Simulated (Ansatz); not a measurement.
AlH₆N₂ (doublet)

The calculation's input:

```
crystal:
  periodic: [false, false, false]
  atoms:
    - { symbol: Al, position_ang: [0.0, 0.0, 0.0] }
    - { symbol: H, position_ang: [0.0, 0.0, 1.81] }
    - { symbol: H, position_ang: [1.351, 0.0, -0.78] }
    - { symbol: "N", position_ang: [-1.6627, 0.0, -0.96] }
    - { symbol: H, position_ang: [-2.3316, -0.8164, -0.8614] }
    - { symbol: H, position_ang: [-1.9118, 0.8164, -1.5886] }
    - { symbol: "N", position_ang: [0.0, 0.0, 3.17] }
    - { symbol: H, position_ang: [-0.496, -0.7725, 3.7] }
    - { symbol: H, position_ang: [0.496, 0.7725, 3.7] }
magnetization:
  spin_polarized: true
  initial_magnetization: 1
basis:
  gaussian: { orbitals: "6-31G*" }
hamiltonian:
  xc: pbe0
  dispersion: d4
relax:
  f_tol: 0.15
  max_steps: 25
  restrain:
    - { distance: [1, 6], at: 1.06, k: 30.0 }
    - { distance: [0, 1], at: 2.76, k: 30.0 }
output:
  orbitals: {}
```

Command:

```sh
ansatz run input.yaml --threads 1 --pin off --max-ram 2048MiB --backend cpu --events-out ev --progress --plain --runs-dir out
```

The fields are those of the run's last geometry, not of the input's.

Not at a stationary point (largest force 0.8 eV/Å).

Method: UKS PBE0-D4/6-31G* in Ansatz.

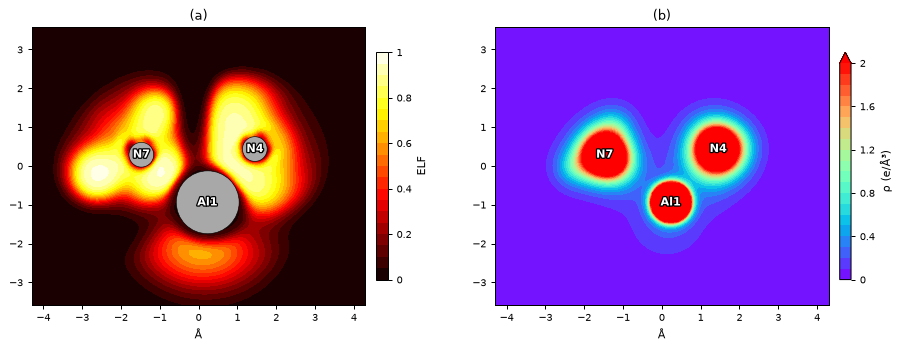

Figure 1. (a) electron localisation function; (b) electron density on the plane of atoms N4, Al1 and N7. Grey discs cover the atomic cores in the ELF map.

What do the fields say about this system?

Answer.
- The section cuts through Al and N sites.
- Al–N (1.83 Å): ρ at the midpoint is about 0.74 e/Å³; the ELF peaks at about 0.90 in the valence shell of N, 0.7 Å from its nucleus, and is about 0.60 at the midpoint.
- Al–N (2.10 Å): ρ is about 0.42 e/Å³ halfway; the ELF peaks at about 0.95 in the valence shell of N, 0.6 Å from its nucleus, and is about 0.70 at the midpoint.
- The ELF also peaks beside N4, away from the bonds: non-bonding electrons, paired or unpaired.

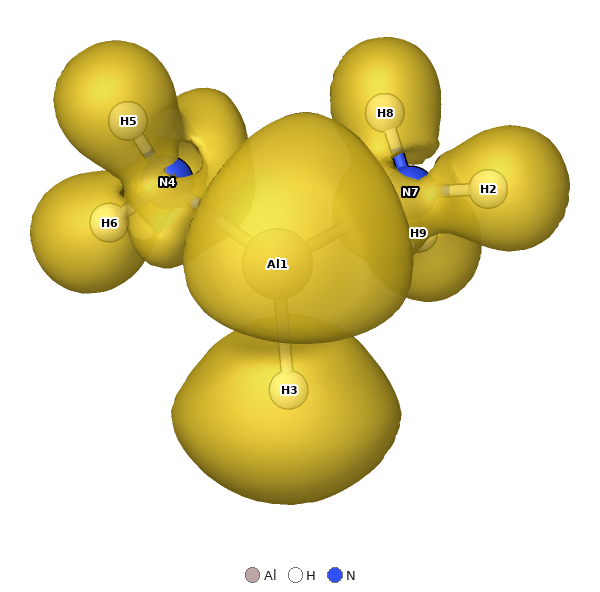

Figure 2. Isosurface of the electron localisation function at 0.75 (yellow), seen across its widest extent. Only the valence region is drawn (cores and ρ < 0.01 e/Å³ removed).

Identify the bonds, lone pairs and shells in this picture.

Answer. The surface consists of one region around a hydrogen nucleus, one lobe on Al, pointing away from the bonds (non-bonding electrons) and two joined regions spread over several atoms (H, N), in which their bonds and any lone pairs are merged.


 N–H (1.01 Å): the ELF climbs to about 1 towards the hydrogen, as it does in any bond to H; an ordinary covalent bond to hydrogen.

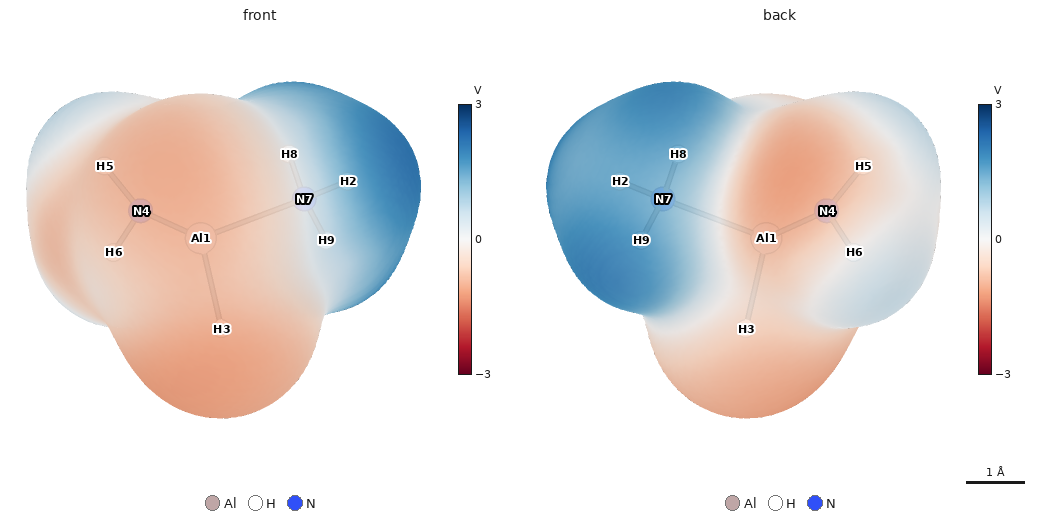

Figure 3. The electrostatic potential painted on the density surface at 0.001 e/bohr³, seen from the front and from behind; red is negative and blue positive.

Which sites attract a positive test charge, and which a negative one?

Answer. A positive charge is drawn to the negative regions and a negative charge to the positive ones. The most negative region (about −1.2 V, or −28 kcal/mol for a unit charge) lies over H3 and N4, the most positive (about +2.2 V, or +51 kcal/mol for a unit charge) over H2.

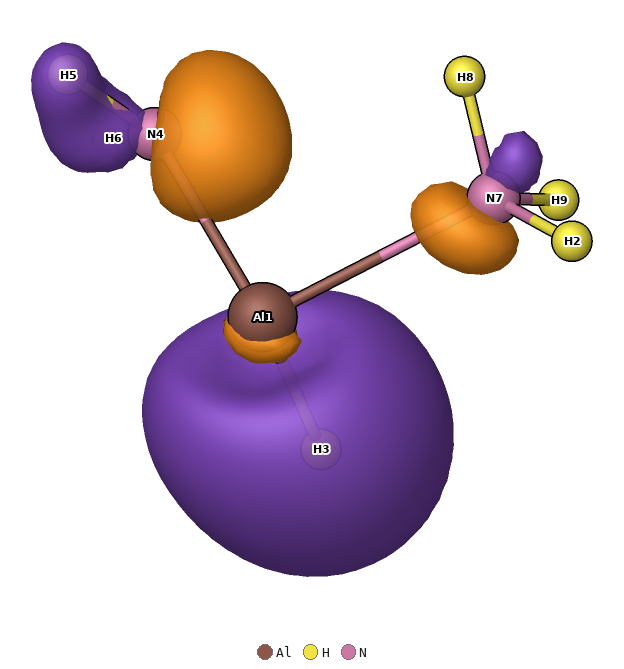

Figure 4. The HOMO−1 (β) at ±0.15 Å⁻³ᐟ² (orange and purple are the two phases), seen at a tilt.

Describe this orbital and give its energy.

Answer. By Hirshfeld shares it lies mainly on H3 (about 45 %), Al1 (about 35 %) and N4 (about 10 %). Its energy is −7.77 eV.
